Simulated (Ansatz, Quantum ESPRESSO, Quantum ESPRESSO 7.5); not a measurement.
# Ir(100) under a row of overlayers

Wanted: work-function changes of Ir(100) along a row of adsorbates.

Method: plane-wave DFT, LDA, GBRV ultrasoft pseudopotentials (geometry by Ansatz 0.2.0 with PAW datasets; geometry under PBE), in Quantum ESPRESSO 7.5.

**What experiment says.**

“Anisotropic work function of elemental crystals” (2019, arxiv:1902.07811) quotes from earlier work for Ir (clean (100) face, which reconstructs): work function (clean (100) face, which reconstructs) 5.96 eV.

This is a report of a sequence of runs, with most program output left out.

## Step 1: The starting structure

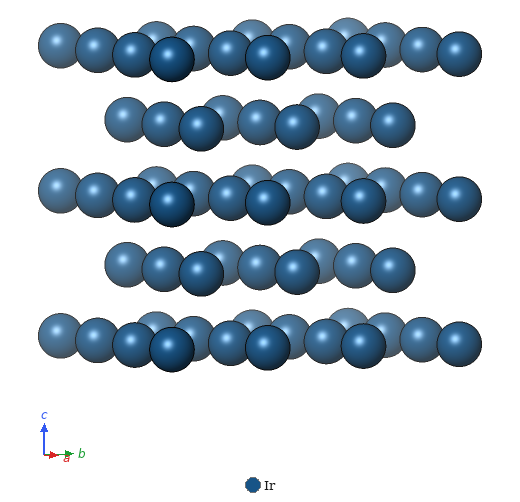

Start, viewed from the side, with the c axis up; iridium blue. 3×3×1 cells are drawn. Some periodic images of atoms are drawn too.

The cell holds 5 atoms: 5 Ir. Its edges and angles: a = 2.715 Å, b = 2.715 Å, c = 23.680 Å, α = 90.0°, β = 90.0°, γ = 90.0°. It derives from Ir. Vacuum lies along c.

This is the clean slab. Each overlayer is one atom a surface cell, set on the hollow site and held there by symmetry.

This run has no spin polarisation although its electron count is odd. A spin-polarised state was not tried and may lie lower.

## Step 2: Geometry from Ansatz, clean face

A relaxation in Ansatz fixes the structure of this slab for the runs on it.

File input.yaml:

```yaml
crystal:
  lattice:
    - [2.7152900398, 0.0, 0.0]
    - [0.0, 2.7152900398, 0.0]
    - [0.0, 0.0, 23.68]
  atoms:
    - { symbol: Ir, position: [0.0, 0.0, 0.3378378378] }
    - { symbol: Ir, position: [0.5, 0.5, 0.4189189189] }
    - { symbol: Ir, position: [0.0, 0.0, 0.5] }
    - { symbol: Ir, position: [0.5, 0.5, 0.5810810811] }
    - { symbol: Ir, position: [0.0, 0.0, 0.6621621622] }
kpoints:
  mp_grid: { grid: [10, 10, 1] }
hamiltonian:
  xc: pbe
scf:
  occupations: { method: fermi_dirac, width: 0.1 }
  convergence: { dr2_threshold: 1.0e-08 }
efield:
  axis: 3
  dipole_correction: true
  ramp_position: 0.97
  ramp_width: 0.04
relax:
  f_tol: 0.01
  constraints: [{ sites: [0, 1, 2] }]
output:
  write_potential: true
  write_density: true
  volumetric_format: npy
```

Run with:

```bash
ansatz run input.yaml --threads 4 --pin off --max-ram 8192MiB --backend cpu --events-out ev --progress --plain --runs-dir out
```

Wall time 10 s (4 threads of Intel Xeon 6975P-C (Granite Rapids), shared host); peak memory 0.72 GiB; 37 s of CPU time.

Step by step:

| step | energy less that of the first step (eV) | largest force component (eV/Å) |
| --- | --- | --- |
| 1 | 0.0000 | 1.1487 |
| 2 | -0.0098 | 1.0487 |
| 3 | -0.0418 | 0.0353 |
| 4 | -0.0418 | 0.0064 |

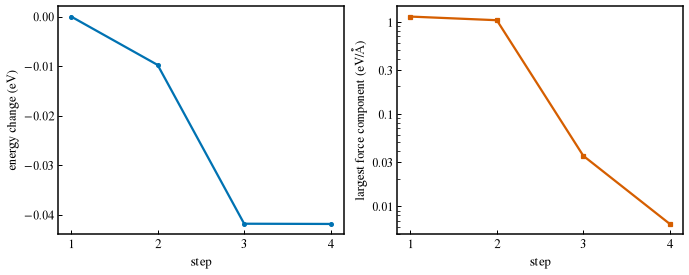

Energy and largest force along the relaxation.

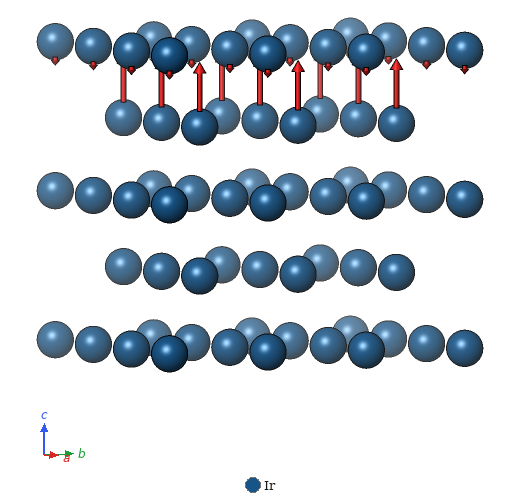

Displacements in the relaxation, exaggerated; the longest in the cell stands for 0.07 Å. 3×3×1 cells are drawn. Some periodic images of atoms are drawn too.

The atoms that moved most (Å):

| atom | dx | dy | dz | length |
| --- | --- | --- | --- | --- |
| Ir4 | 0.000 | 0.000 | 0.065 | 0.065 |
| Ir5 | 0.000 | 0.000 | -0.012 | 0.012 |

The relaxation lowers the energy by 8 meV an atom. Held were the atoms numbered 1, 2 and 3; the forces quoted are those on the free ones.

This step gave:

* free energy: -59673.9741 eV
* energy at zero smearing: -59673.8847 eV
* smearing term TS: 0.1788 eV
* Fermi energy: 7.134 eV
* symmetry operations: 8
* work function of the upper face: 5.557 eV
* work function of the lower face: 5.524 eV
* dipole along the normal: -0.001314 e·Å

## Step 3: Ground state, clean face

The effective screening medium with bc1 puts vacuum on both sides and removes the images along the normal. The slab must sit about z = 0, symmetry is kept, and the .esm1 file holds the planar potential.

Level of this step: plane-wave DFT, LDA, GBRV ultrasoft pseudopotentials (Quantum ESPRESSO 7.5).

File clean.esm.in:

```
&control
  prefix = 'clean.esm'
  outdir = './out'
  pseudo_dir = './pseudo'
  calculation = 'scf'
  tprnfor = .true.
/
&system
  ibrav = 0
  nat = 5
  ntyp = 1
  ecutwfc = 40
  ecutrho = 200
  occupations = 'smearing'
  smearing = 'mv'
  degauss = 0.02
  assume_isolated = 'esm'
  esm_bc = 'bc1'
/
&electrons
  conv_thr = 1e-07
  mixing_beta = 0.4
  electron_maxstep = 120
  mixing_mode = 'local-TF'
/
ATOMIC_SPECIES
  Ir  192.2170  ir_lda_v1.2.uspp.F.UPF
CELL_PARAMETERS angstrom
  2.71529003980000 0.00000000000000 0.00000000000000
  0.00000000000000 2.71529003980000 0.00000000000000
  0.00000000000000 0.00000000000000 23.68000000000000
ATOMIC_POSITIONS crystal
  Ir  0.000000000000 0.000000000000 -0.161913379812
  Ir  0.500000000000 0.500000000000 -0.080832298712
  Ir  0.000000000000 0.000000000000 0.000248782388
  Ir  0.500000000000 0.500000000000 0.084083191562
  Ir  -0.000000000000 0.000000000000 0.161913379812
K_POINTS automatic
  10 10 1 0 0 0
```

Run with:

```bash
OMP_NUM_THREADS=1 mpirun -n 4 pw.x -nk 4 -in clean.esm.in > clean.esm.out
```

It took 2.9 min on 4 MPI ranks; peak memory 0.59 GiB; 11 min of CPU time.

Read from the output:

```
free energy                                                    : -12369.9625 eV
Fermi energy                                                   : -5.906 eV
vacuum line at the lower end of the cell, over the Fermi level : 5.896 eV
vacuum line at the upper end of the cell, over the Fermi level : 5.916 eV
```

The potential energy, planar mean oscillates, so the rows of the table below give means over windows of 1.97 Å about each position, cut where the curve ends. Its maxima inside the range that stand out by 2 % of the span (Å: eV): -2.9: -3.58, -1.0: -3.98, 1.0: -3.14, 3.0: -4.82. Its minima: -3.8: -22.1, -1.9: -22.6, 0.0: -22.6, 2.0: -22.7, 3.8: -22.2.

Electrostatic potential energy of an electron; zero at the Fermi level. Table of potential energy, planar mean by z; means over each step:

| z (Å) | potential energy, planar mean (eV) |
| --- | --- |
| -10.86 | 5.90 |
| -8.88 | 5.90 |
| -6.91 | 5.85 |
| -4.94 | -2.04 |
| -2.97 | -13.6 |
| -1.00 | -14.1 |
| 0.97 | -13.2 |
| 2.94 | -14.8 |
| 4.91 | -2.64 |
| 6.88 | 5.87 |
| 8.85 | 5.92 |
| 10.82 | 5.92 |

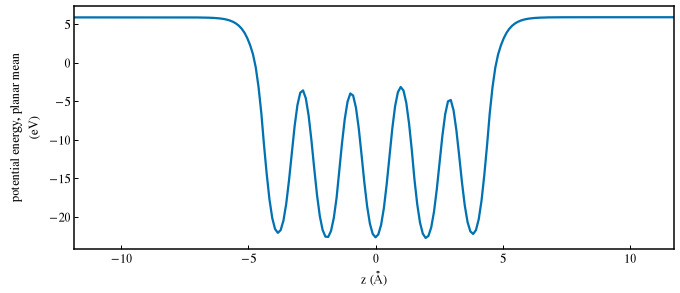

Potential energy, planar mean against z.

The vacuum levels are read from the outermost 0.7 Å of the cell on either side.

The run needed 69 iterations to bring the estimated error under 1e-07 Ry; the largest force on any atom, held or free, is 1.49 eV/Å.

Inside the slab this potential holds the local part of the pseudopotentials, which can be repulsive at the nuclei; only its value in the vacuum has a meaning of its own.

## Step 4: Projections on atomic orbitals, clean face

Projections on atomic orbitals tell which layers and orbitals hold the states near the zero of energy.

File clean.pdos.in:

```
&projwfc
  prefix = 'clean.esm'
  outdir = './out'
  filpdos = 'clean.pdos'
  Emin = -13.906
  Emax = -1.906
  DeltaE = 0.1
  ngauss = 0
  degauss = 0.01
/
```

Run with:

```bash
OMP_NUM_THREADS=1 mpirun -n 4 projwfc.x -in clean.pdos.in > clean.pdos.out
```

Wall time 1.8 s (4 MPI ranks); peak memory 0.1 GiB.

This step gave:

```
spilling of the projection : 9.00e-4
```

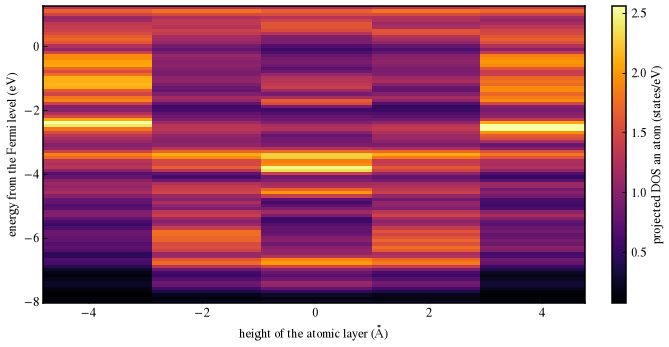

Projected DOS an atom over height of the atomic layer and energy from the Fermi level. Columns are the atomic layers from the bottom up.

The atomic orbitals miss 0.1 % of the occupied states; for empty states the projections can miss much more.

## Step 5: Relaxation with Ansatz, C overlayer

Level of this step: plane-wave DFT, PBE, Ansatz PAW (Ansatz 0.2.0).

System of this step: Ir(100), 5 layers, one monolayer of C on hollow sites. The cell holds 6 atoms: 5 Ir and 1 C. Its edges and angles: a = 2.715 Å, b = 2.715 Å, c = 26.680 Å, α = 90.0°, β = 90.0°, γ = 90.0°. It derives from Ir. Vacuum lies along c.

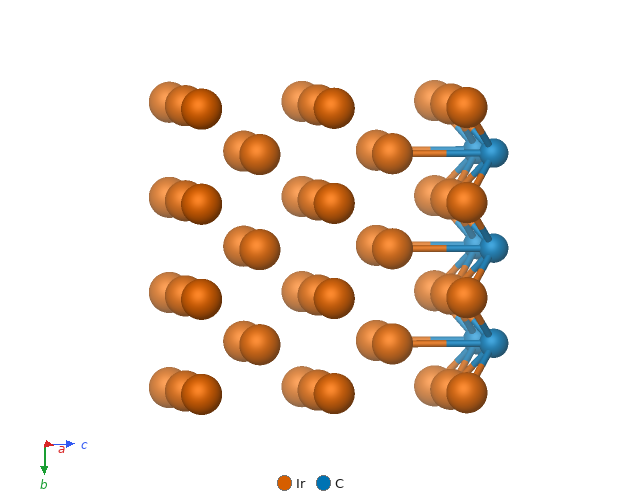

The cell of this step (iridium orange, carbon blue). 2×3×1 cells are drawn. Some periodic images of atoms are drawn too.

input.yaml, the sections that differ from step 2:

```yaml
crystal:
  lattice:
    - [2.7152900398, 0.0, 0.0]
    - [0.0, 2.7152900398, 0.0]
    - [0.0, 0.0, 26.68]
  atoms:
    - { symbol: Ir, position: [0.0, 0.0, 0.3110944528] }
    - { symbol: Ir, position: [0.5, 0.5, 0.3830584708] }
    - { symbol: Ir, position: [0.0, 0.0, 0.4550224888] }
    - { symbol: Ir, position: [0.5, 0.5, 0.5269865067] }
    - { symbol: Ir, position: [0.0, 0.0, 0.5989505247] }
    - { symbol: C, position: [0.5, 0.5, 0.6368511027] }
# kpoints, hamiltonian, scf, efield, relax, output: as in step 2
```

Run with:

```bash
ansatz run input.yaml --threads 4 --pin off --max-ram 8192MiB --backend cpu --events-out ev --progress --plain --runs-dir out
```

Run time: 17 s. Hardware: 4 threads; peak memory 0.76 GiB; 62 s of CPU time.

Step by step:

| step | energy less that of the first step (eV) | largest force component (eV/Å) |
| --- | --- | --- |
| 1 | 0.0000 | 2.8345 |
| 2 | -0.2688 | 0.7514 |
| 3 | -0.2992 | 0.5742 |
| 4 | -0.3241 | 0.0906 |
| 5 | -0.3247 | 0.0171 |
| 6 | -0.3247 | 0.0059 |

The atoms that moved most (Å):

| atom | dx | dy | dz | length |
| --- | --- | --- | --- | --- |
| Ir5 | 0.000 | 0.000 | 0.270 | 0.270 |
| C6 | 0.000 | 0.000 | 0.077 | 0.077 |
| Ir4 | 0.000 | 0.000 | -0.006 | 0.006 |

The relaxation lowers the energy by 54 meV an atom. Held were the atoms numbered 1, 2 and 3; the forces quoted are those on the free ones.

Read from the output:

```
free energy                     : -59923.1354 eV
energy at zero smearing         : -59923.0335 eV
smearing term TS                : 0.2037 eV
Fermi energy                    : 6.223 eV
work function of the upper face : 5.800 eV
work function of the lower face : 5.531 eV
dipole along the normal         : -0.01099 e·Å
```

## Step 6: Ground state, C overlayer

Level of this step: plane-wave DFT, LDA, GBRV ultrasoft pseudopotentials (Quantum ESPRESSO 7.5).

File C.esm.in:

```
&control
  prefix = 'C.esm'
  outdir = './out'
  pseudo_dir = './pseudo'
  calculation = 'scf'
  tprnfor = .true.
/
&system
  ibrav = 0
  nat = 6
  ntyp = 2
  ecutwfc = 40
  ecutrho = 200
  occupations = 'smearing'
  smearing = 'mv'
  degauss = 0.02
  assume_isolated = 'esm'
  esm_bc = 'bc1'
/
&electrons
  conv_thr = 1e-07
  mixing_beta = 0.4
  electron_maxstep = 120
  mixing_mode = 'local-TF'
/
ATOMIC_SPECIES
  Ir  192.2170  ir_lda_v1.2.uspp.F.UPF
  C   12.0110  c_lda_v1.2.uspp.F.UPF
CELL_PARAMETERS angstrom
  2.71529003980000 0.00000000000000 0.00000000000000
  0.00000000000000 2.71529003980000 0.00000000000000
  0.00000000000000 0.00000000000000 26.68000000000000
ATOMIC_POSITIONS crystal
  Ir  0.000000000000 0.000000000000 -0.164327111844
  Ir  0.500000000000 0.500000000000 -0.092363093844
  Ir  0.000000000000 0.000000000000 -0.020399075844
  Ir  0.500000000000 0.500000000000 0.051339599766
  Ir  0.000000000000 0.000000000000 0.133662525863
  C   0.500000000000 0.500000000000 0.164327111844
K_POINTS automatic
  10 10 1 0 0 0
```

Run with:

```bash
OMP_NUM_THREADS=1 mpirun -n 4 pw.x -nk 4 -in C.esm.in > C.esm.out
```

Wall time 88 s (4 MPI ranks); peak memory 0.69 GiB; 5.8 min of CPU time.

This step gave:

```
free energy                                                    : -12525.1263 eV
Fermi energy                                                   : -5.994 eV
vacuum line at the lower end of the cell, over the Fermi level : 5.901 eV
vacuum line at the upper end of the cell, over the Fermi level : 6.088 eV
```

The potential energy, planar mean oscillates, so the rows of the table below give means over windows of 2 Å about each position, cut where the curve ends. Its maxima inside the range that stand out by 2 % of the span (Å: eV): -3.5: -3.52, -1.6: -4.06, 0.4: -3.92, 2.5: -1.32. Its minima: -4.3: -22.0, -2.5: -22.6, -0.6: -22.8, 1.3: -22.4, 3.7: -25.2.

Electrostatic potential energy of an electron; zero at the Fermi level. Potential energy, planar mean against z; means over each step:

| z (Å) | potential energy, planar mean (eV) |
| --- | --- |
| -12.34 | 5.90 |
| -10.34 | 5.90 |
| -8.34 | 5.90 |
| -6.34 | 4.92 |
| -4.34 | -12.3 |
| -2.34 | -13.4 |
| -0.34 | -13.6 |
| 1.66 | -12.4 |
| 3.66 | -17.2 |
| 5.66 | 3.85 |
| 7.66 | 6.08 |
| 9.66 | 6.09 |
| 11.66 | 6.09 |

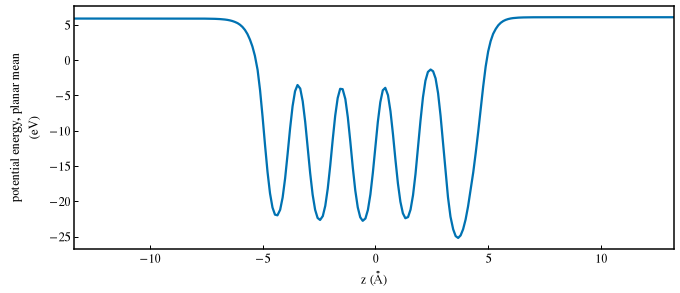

Potential energy, planar mean against z.

The covered face stands at 6.09 eV against 5.92 eV when clean.

Inside the slab this potential holds the local part of the pseudopotentials, which can be repulsive at the nuclei; only its value in the vacuum has a meaning of its own.

## Step 7: Projected density of states, C overlayer

File C.pdos.in:

```
&projwfc
  prefix = 'C.esm'
  outdir = './out'
  filpdos = 'C.pdos'
  Emin = -13.994
  Emax = -1.994
  DeltaE = 0.1
  ngauss = 0
  degauss = 0.01
/
```

Run with:

```bash
OMP_NUM_THREADS=1 mpirun -n 4 projwfc.x -in C.pdos.in > C.pdos.out
```

It took 2.1 s on 4 MPI ranks; peak memory 0.25 GiB; 7.5 s of CPU time.

Numbers from this step:

| Property | Result |
| --- | --- |
| spilling of the projection | 0.0012 |

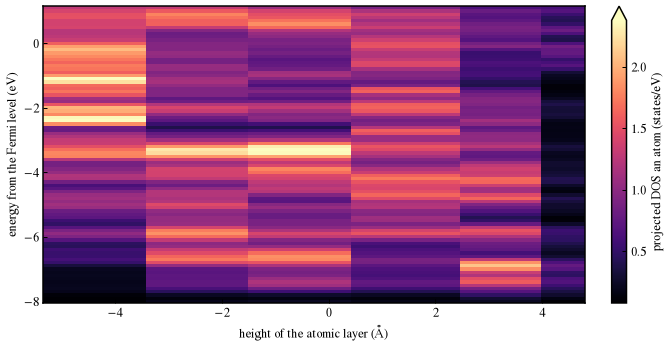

Projected DOS an atom over height of the atomic layer and energy from the Fermi level. Columns are the atomic layers from the bottom up.

The atomic orbitals miss 0.1 % of the occupied states; for empty states the projections can miss much more.

## Step 8: Relaxation with Ansatz, O overlayer

Level of this step: plane-wave DFT, PBE, Ansatz PAW (Ansatz 0.2.0).

System of this step: Ir(100), 5 layers, one monolayer of O on hollow sites. The cell holds 6 atoms: 5 Ir and 1 O. Its edges and angles: a = 2.715 Å, b = 2.715 Å, c = 26.680 Å, α = 90.0°, β = 90.0°, γ = 90.0°. It derives from Ir. Vacuum lies along c.

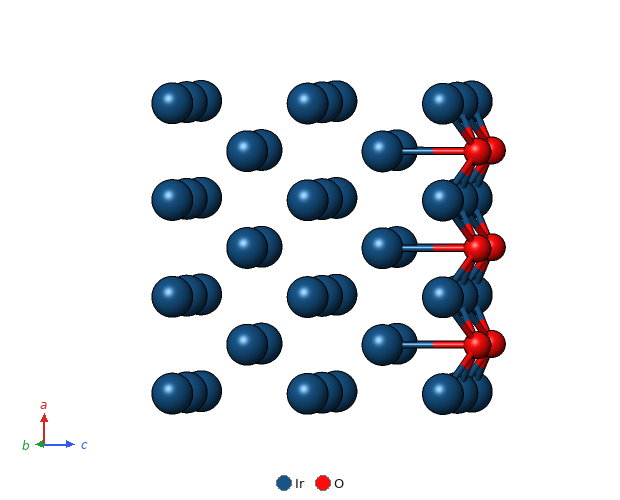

The cell of this step (iridium blue, oxygen red). 3×2×1 cells are drawn. Some periodic images of atoms are drawn too.

input.yaml, as its differences from the input of step 5:

```diff
@@ -11,3 +11,3 @@
     - { symbol: Ir, position: [0.0, 0.0, 0.5989505247] }
-    - { symbol: C, position: [0.5, 0.5, 0.6368511027] }
+    - { symbol: O, position: [0.5, 0.5, 0.6279470696] }
 kpoints:
```

Run with:

```bash
ansatz run input.yaml --threads 4 --pin off --max-ram 8192MiB --backend cpu --events-out ev --progress --plain --runs-dir out
```

Run time: 19 s. Hardware: 4 threads; peak memory 0.76 GiB.

The steps of the relaxation:

| step | energy less that of the first step (eV) | largest force component (eV/Å) |
| --- | --- | --- |
| 1 | 0.0000 | 4.0582 |
| 2 | -0.6115 | 2.1126 |
| 3 | -0.8714 | 1.1734 |
| 4 | -0.9180 | 0.3120 |
| 5 | -0.9222 | 0.0576 |
| 6 | -0.9223 | 0.0096 |

Forces are held to the 8 operations that the run works with; a distortion that breaks them can't arise in this run.

The atoms that moved most (Å):

| atom | dx | dy | dz | length |
| --- | --- | --- | --- | --- |
| O6 | 0.000 | 0.000 | 0.455 | 0.455 |
| Ir4 | 0.000 | 0.000 | 0.077 | 0.077 |
| Ir5 | 0.000 | 0.000 | 0.053 | 0.053 |

The relaxation lowers the energy by 154 meV an atom. Held were the atoms numbered 1, 2 and 3; the forces quoted are those on the free ones.

Read from the output:

```
free energy                     : -60239.5213 eV
energy at zero smearing         : -60239.4249 eV
smearing term TS                : 0.1927 eV
Fermi energy                    : 5.789 eV
work function of the upper face : 6.845 eV
work function of the lower face : 5.558 eV
dipole along the normal         : -0.05243 e·Å
```

## Step 9: SCF with pw.x, O overlayer

Level of this step: plane-wave DFT, LDA, GBRV ultrasoft pseudopotentials (Quantum ESPRESSO 7.5).

File O.esm.in:

```
&control
  prefix = 'O.esm'
  outdir = './out'
  pseudo_dir = './pseudo'
  calculation = 'scf'
  tprnfor = .true.
/
&system
  ibrav = 0
  nat = 6
  ntyp = 2
  ecutwfc = 40
  ecutrho = 200
  occupations = 'smearing'
  smearing = 'mv'
  degauss = 0.02
  assume_isolated = 'esm'
  esm_bc = 'bc1'
/
&electrons
  conv_thr = 1e-07
  mixing_beta = 0.4
  electron_maxstep = 120
  mixing_mode = 'local-TF'
/
ATOMIC_SPECIES
  Ir  192.2170  ir_lda_v1.2.uspp.F.UPF
  O   15.9990  o_lda_v1.2.uspp.F.UPF
CELL_PARAMETERS angstrom
  2.71529003980000 0.00000000000000 0.00000000000000
  0.00000000000000 2.71529003980000 0.00000000000000
  0.00000000000000 0.00000000000000 26.68000000000000
ATOMIC_POSITIONS crystal
  Ir  0.000000000000 0.000000000000 -0.166961126524
  Ir  0.500000000000 0.500000000000 -0.094997108524
  Ir  0.000000000000 0.000000000000 -0.023033090524
  Ir  0.500000000000 0.500000000000 0.051817605286
  Ir  0.000000000000 -0.000000000000 0.122884800756
  O   0.500000000000 0.500000000000 0.166961126524
K_POINTS automatic
  10 10 1 0 0 0
```

Run with:

```bash
OMP_NUM_THREADS=1 mpirun -n 4 pw.x -nk 4 -in O.esm.in > O.esm.out
```

Run time: 1.8 min. Hardware: 4 MPI ranks; peak memory 0.74 GiB.

This step gave:

| Property | Result |
| --- | --- |
| free energy | -12808.0292 eV |
| Fermi energy | -6.585 eV |
| vacuum line at the lower end of the cell, over the Fermi level | 5.913 eV |
| vacuum line at the upper end of the cell, over the Fermi level | 7.257 eV |

The potential energy, planar mean oscillates, so the rows of the table below give means over windows of 1.89 Å about each position, cut where the curve ends. Its maxima inside the range that stand out by 2 % of the span (Å: eV): -3.5: -3.66, -1.6: -3.85, 0.3: -3.08, 2.3: -4.27. Its minima: -4.5: -22.1, -2.6: -22.6, -0.7: -22.5, 1.3: -22.7, 3.3: -23.3.

Electrostatic potential energy of an electron; zero at the Fermi level. The potential energy, planar mean by z; means over each step:

| z (Å) | potential energy, planar mean (eV) |
| --- | --- |
| -12.39 | 5.91 |
| -10.50 | 5.91 |
| -8.61 | 5.91 |
| -6.72 | 5.53 |
| -4.83 | -11.1 |
| -2.94 | -13.6 |
| -1.05 | -13.8 |
| 0.84 | -13.1 |
| 2.73 | -14.4 |
| 4.62 | -3.60 |
| 6.51 | 7.19 |
| 8.40 | 7.26 |
| 10.29 | 7.26 |
| 12.18 | 7.26 |

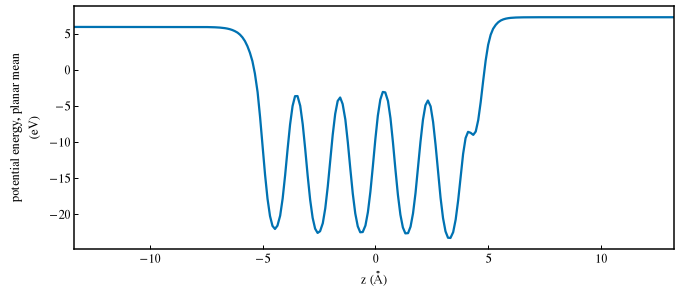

Potential energy, planar mean against z.

The covered face stands at 7.26 eV against 5.92 eV when clean.

Inside the slab this potential holds the local part of the pseudopotentials, which can be repulsive at the nuclei; only its value in the vacuum has a meaning of its own.

## Step 10: Projections on atomic orbitals, O overlayer

File O.pdos.in:

```
&projwfc
  prefix = 'O.esm'
  outdir = './out'
  filpdos = 'O.pdos'
  Emin = -14.585
  Emax = -2.585
  DeltaE = 0.1
  ngauss = 0
  degauss = 0.01
/
```

Run with:

```bash
OMP_NUM_THREADS=1 mpirun -n 4 projwfc.x -in O.pdos.in > O.pdos.out
```

The job ended after 2.4 s (4 MPI ranks; peak memory 0.25 GiB; 8.5 s of CPU time).

Read from the output:

| Property | Result |
| --- | --- |
| spilling of the projection | 0.0011 |

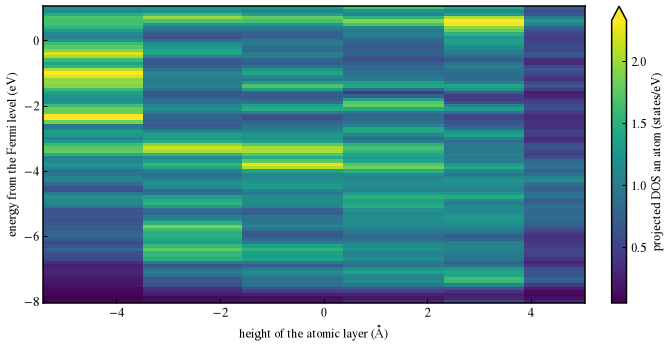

Projected DOS an atom over height of the atomic layer and energy from the Fermi level. Columns are the atomic layers from the bottom up.

The atomic orbitals miss 0.1 % of the occupied states; for empty states the projections can miss much more.

(Continued in part 2 of 2.)

[Logs are printed without paths, hosts, clocks, repeated set-up lines and the standing remarks that a program may print on its own settings, such as how far it seeks lower states.]

[Hosts, paths, dates, database ids (printed as entryN), source tags and the programs' standing remarks are cut or masked in the printed files.]

[Maps of the electrostatic potential energy from Ansatz leave out the sawtooth potential of an applied field or a dipole correction, so their vacuum need not be flat; planar profiles and work functions include it.]
